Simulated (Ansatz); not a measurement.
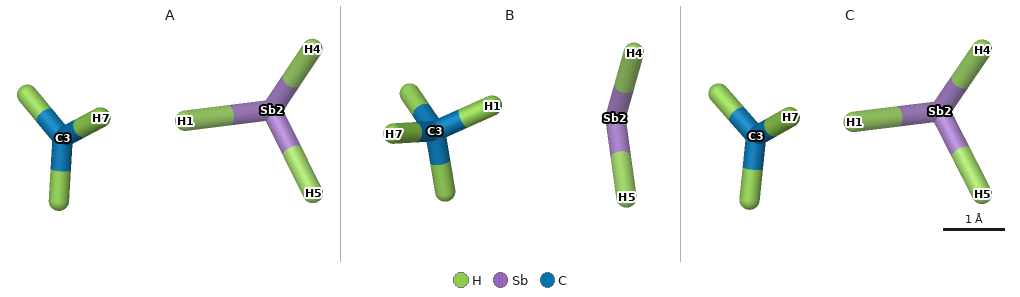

Three geometries of CH6Sb (multiplicity 2): a saddle point and the two minima that it joins, in shuffled order. Style: stick. Shown at a tilt. Sticks join atoms that are closer than about 1.2 times the sum of their covalent radii (a little more with hydrogen).

Stationary points at PBE0-D4/def2-TZVP, single-point energies with CCSD(T)/CBS, CAM-B3LYP-D4, SPW92 (LDA) (def2-TZVPP where no basis is named; Ansatz 0.2.0). The energies are electronic, without zero-point or thermal terms, and both ends are the minima reached downhill from the saddle, with any fragments still in contact. CCSD(T)/CBS stands for a frozen-core estimate: MP2 correlation extrapolated from def2-TZVPP and def2-QZVPP, CCSD(T) minus MP2 from the smaller set. Elements past krypton carry the basis set's effective core potentials.

### Which frame is the transition state, what reaction does it lead through, and what barrier is to be expected?

Frame C is the saddle point. Counted by bonded pieces, A holds CH₃ + SbH₃ and B holds CH₄ + SbH₂. From A over the saddle to B, a bond forms: C–H (2.60 → 2.10 → 1.09 Å). A bond breaks: H–Sb (1.71 → 1.74 → 3.71 Å). The saddle has one imaginary mode, 110i cm⁻¹. With CCSD(T)/CBS the barrier is 0.05 eV from A and 1.85 eV from B, and B lies 1.80 eV below A. By Pauling bond orders of the changing bonds the saddle lies closer to A, the higher end, as Hammond's postulate suggests.

```csv
level,barrier from A (eV),barrier from B (eV),B less A (eV)
CCSD(T)/CBS,0.05,1.85,−1.80
CAM-B3LYP-D4,0.04,1.84,−1.80
SPW92 (LDA),−0.13,1.72,−1.85
```

Against CCSD(T)/CBS, CAM-B3LYP-D4 comes closest on the barrier from A (−0.02 eV) and SPW92 (LDA) misses most (−0.19 eV).

Limits of the set-up: the start holds two separate molecules, 2.6 Å apart at their closest, whose relative position is a soft coordinate.
